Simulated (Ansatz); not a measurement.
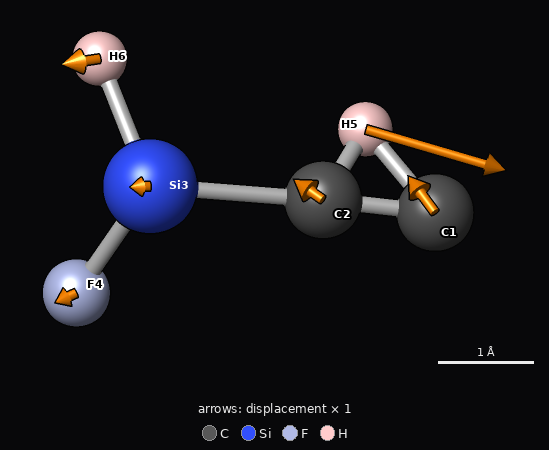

This is a relaxation of C2H2FSi (multiplicity 2). The starting structure is drawn; orange arrows show the displacements, at their true length. The two geometries are superimposed by the best rigid fit.

A ball-and-stick model, seen face on.

The run prepares an end point of a later path (hydrogen shift) calculation, from a guessed geometry.

All numbers below come from Ansatz 0.2.0, UKS PBE-D4/def2-SVP.

Input
```yaml
crystal:
  periodic: [false, false, false]
  atoms:
    - { symbol: C, position_ang: [0.1611, -0.7167, -1.6032] }
    - { symbol: C, position_ang: [0.1984, -0.2238, -0.5061] }
    - { symbol: Si, position_ang: [0.3036, 0.4798, 1.2092] }
    - { symbol: F, position_ang: [-0.4787, -0.4111, 2.2057] }
    - { symbol: H, position_ang: [-0.42801, 0.30288, -1.22605] }
    - { symbol: H, position_ang: [-0.1708, 1.8895, 1.2641] }
magnetization:
  spin_polarized: true
  initial_magnetization: 1
basis:
  gaussian: { orbitals: def2-SVP }
hamiltonian:
  xc: pbe
  dispersion: d4
relax:
  f_tol: 0.02
  max_steps: 50
output:
  orbitals: {}
```

Command:
```bash
ansatz run input.yaml --threads 2 --pin off --max-ram 3072MiB --backend cpu --events-out ev --progress --plain --runs-dir out
```

Atoms of which element are displaced furthest, and by how much?

Answer. Hydrogen: up to 1.56 Å, against 0.53 Å for carbon.

What did the optimiser do to the structure, and how much energy did it gain?

Answer. The energy falls by 63.5 kcal/mol in 22 accepted moves (23 points after the start). Largest force component: 8.8 eV/Å at the start, 0.015 eV/Å at the end. The line search rejected the trial step at point 7 of the run. The atom that moves furthest after the best rigid fit is H5 (1.56 Å). By element the largest moves are H 1.56 Å, C 0.53 Å, F 0.27 Å, Si 0.24 Å. Some distances before and after: C2–H5 1.090 → 2.316 Å, C1–H5 1.236 → 1.083 Å, Si3–F4 1.549 → 1.643 Å, C2–Si3 1.857 → 1.819 Å. Bonds break, among them: C2–H5 (1.09 → 2.32 Å). Bond angles that change, for instance: C2–C1–H5 53.1° → 179.1°, C1–C2–Si3 177.6° → 172.9°, F4–Si3–H6 111.1° → 108.6°. Cost: 23 s on 2 threads of Intel(R) Xeon(R) Platinum 8488C (Sapphire Rapids), with other jobs on the host, peak memory 0.17 GiB.
